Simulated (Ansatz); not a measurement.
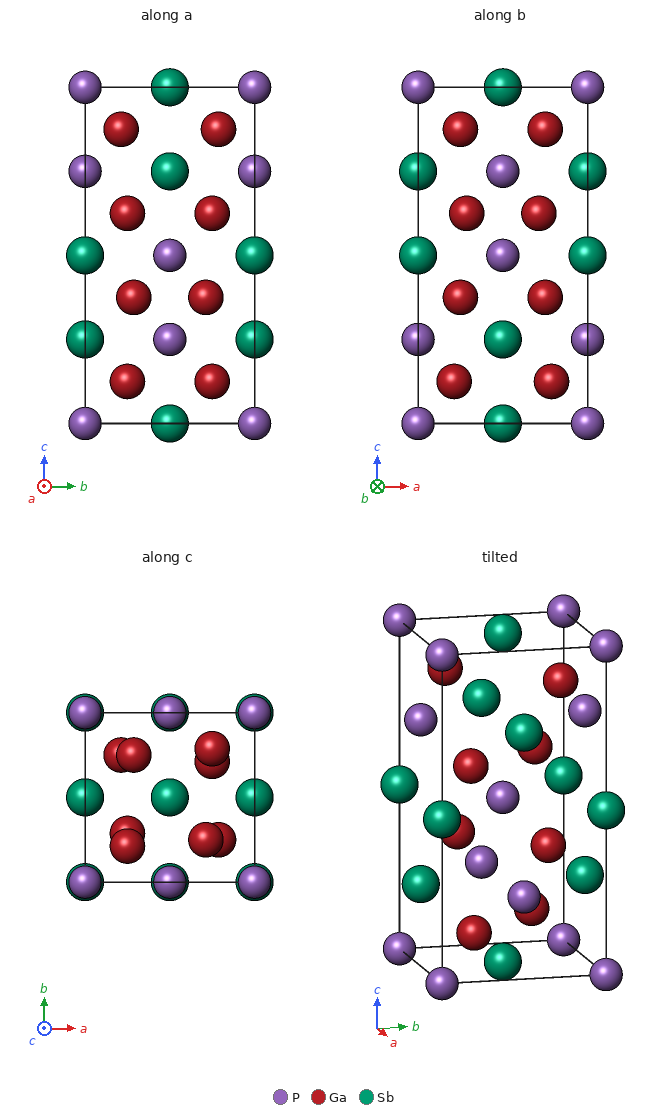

Spheres-only representation of a periodic structure, projected along the a axis, along the b axis, along the c axis and slightly off an axis. Atoms at the boundary of the conventional unit cell (the box) are drawn once for each face, edge or corner they touch.

Lattice parameters: a = 5.7953 Å, b = 5.7953 Å, c = 11.4952 Å, α = 90.000°, β = 90.000°, γ = 90.000°.

> Put the structure into a CIF with its space group and independent sites, with free fractional coordinates to two decimals.

```cif
data_structure
_symmetry_space_group_name_H-M 'I -4 2 d'
_symmetry_Int_Tables_number 122
_cell_length_a 5.7953
_cell_length_b 5.7953
_cell_length_c 11.4952
_cell_angle_alpha 90.000
_cell_angle_beta 90.000
_cell_angle_gamma 90.000
_cell_volume 386.07
loop_
_atom_site_label
_atom_site_type_symbol
_atom_site_symmetry_multiplicity
_atom_site_Wyckoff_symbol
_atom_site_fract_x
_atom_site_fract_y
_atom_site_fract_z
_atom_site_occupancy
P1 P 4 a 0.00 0.50 0.25 1
Ga1 Ga 8 d 0.79 0.25 0.1250 1
Sb1 Sb 4 b 0.50 0.00 0.25 1
```

Origin of the cell: a structure type filled with these elements by a generator (whether the compound takes this form wasn't checked). Earlier steps of the study, as a rule a relaxation of our own, may have changed the cell and positions, so they can lie some per cent off the listed ones. Ansatz was used for an electronic-structure calculation on it.
